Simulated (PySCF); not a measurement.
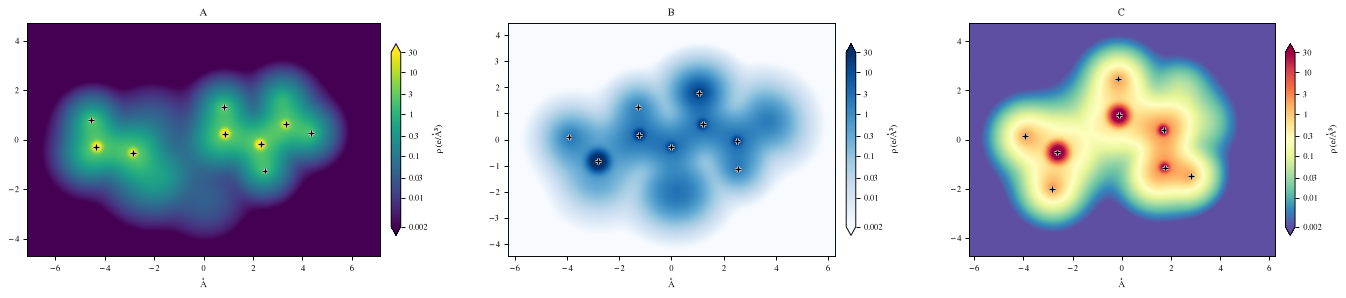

The total electron density of 3 systems, each on a plane through atoms (crosses mark nuclei in the plane).

The calculation used PBE0/pcSseg-1, SCF density, gas phase, non-relativistic in PySCF.

System 1: C$_{4}$H$_{14}$P$_{2}$Si$_{2}$, the plane of atoms C2, Si5 and H18. Geometry: PBE0-D3(BJ)/def2-SVP.

```xyz
22

C    -2.0384   -1.0288    1.0022
C    -1.2926    0.0659    0.2333
C    -2.1871    0.6637   -0.8546
C    -0.8225    1.1521    1.2006
Si    0.2067   -0.7695   -0.5977
P     1.7513   -1.4387    0.9535
Si    3.0620   -0.1643   -0.4120
P     1.4978    0.6283   -1.8723
H    -1.3973   -1.4985    1.7663
H    -2.9124   -0.5998    1.5234
H    -2.4072   -1.8222    0.3328
H    -1.6652    1.4448   -1.4308
H    -2.5358   -0.1023   -1.5659
H    -3.0817    1.1280   -0.4033
H    -0.2925    1.9666    0.6819
H    -0.1500    0.7471    1.9742
H    -1.6884    1.6020    1.7169
H    -0.2566   -1.9233   -1.4312
H     2.0658   -2.6655    0.2923
H     4.0916   -0.9881   -1.1140
H     3.7465    0.9394    0.3272
H     1.2121    1.7569   -1.0398
```

System 2: C$_{5}$H$_{9}$ClS$_{2}$Si, the plane of atoms C2, C3 and H14. Geometry: GFN2-xTB.

| atom | x (Å) | y (Å) | z (Å) |
| --- | --- | --- | --- |
| C | -3.8210 | -0.0316 | -0.0597 |
| C | -2.6520 | -0.2954 | -0.6117 |
| C | -1.3519 | 0.2730 | -0.1476 |
| Si | -0.2567 | -1.0876 | 0.6138 |
| Cl | 0.0599 | -2.6496 | -0.5983 |
| S | 1.6643 | -0.2600 | 1.3277 |
| C | 2.4767 | 0.2967 | -0.1039 |
| C | 3.8476 | 0.8251 | 0.1395 |
| S | 1.8183 | 0.2556 | -1.5959 |
| H | -4.7356 | -0.4616 | -0.4297 |
| H | -3.9134 | 0.6355 | 0.7816 |
| H | -2.5861 | -0.9673 | -1.4563 |
| H | -0.8419 | 0.7304 | -0.9982 |
| H | -1.5328 | 1.0556 | 0.5911 |
| H | -0.7577 | -1.5455 | 1.9026 |
| H | 4.2824 | 1.1852 | -0.7895 |
| H | 3.8117 | 1.6351 | 0.8675 |
| H | 4.4795 | 0.0402 | 0.5554 |

System 3: C$_{7}$H$_{11}$ClOSi (SMILES C[SiH2]/C=C(\Cl)C(=O)C1CC1), the plane of atoms C3, Si2 and H14. Geometry: GFN2-xTB.

| atom | x (Å) | y (Å) | z (Å) |
| --- | --- | --- | --- |
| C | 3.6548 | -0.0694 | 1.2544 |
| Si | 3.0742 | 0.6803 | -0.3909 |
| C | 1.3484 | 0.0125 | -0.7697 |
| C | 0.2358 | 0.3433 | -0.1153 |
| Cl | 0.3150 | 1.4880 | 1.1794 |
| C | -1.0918 | -0.2397 | -0.4620 |
| O | -1.1981 | -0.9179 | -1.4647 |
| C | -2.2284 | 0.0221 | 0.4426 |
| C | -3.5877 | 0.2017 | -0.2030 |
| C | -3.2938 | -1.0506 | 0.5313 |
| H | 3.6815 | -1.1548 | 1.2043 |
| H | 2.9955 | 0.2065 | 2.0724 |
| H | 4.6542 | 0.2742 | 1.5039 |
| H | 3.9469 | 0.2577 | -1.4915 |
| H | 3.0253 | 2.1436 | -0.3161 |
| H | 1.2109 | -0.7038 | -1.5686 |
| H | -2.0180 | 0.5947 | 1.3331 |
| H | -3.6132 | 0.1606 | -1.2813 |
| H | -4.2520 | 0.9293 | 0.2371 |
| H | -3.7486 | -1.2161 | 1.4958 |
| H | -3.1198 | -1.9456 | -0.0464 |

### Match each panel to its system.

Panel A is system 2, C$_{5}$H$_{9}$ClS$_{2}$Si: the plane holds C and H. C–C (1.32 Å): the density is about 2.3 e/Å³ at the midpoint. Panel B is system 3, C$_{7}$H$_{11}$ClOSi: the plane holds Si, C, O and H. C–O (1.22 Å): ρ is about 3.2 e/Å³ halfway. Panel C is system 1, C$_{4}$H$_{14}$P$_{2}$Si$_{2}$: the plane holds C, Si and H. C–C (1.53 Å): ρ at the midpoint is about 1.6 e/Å³.
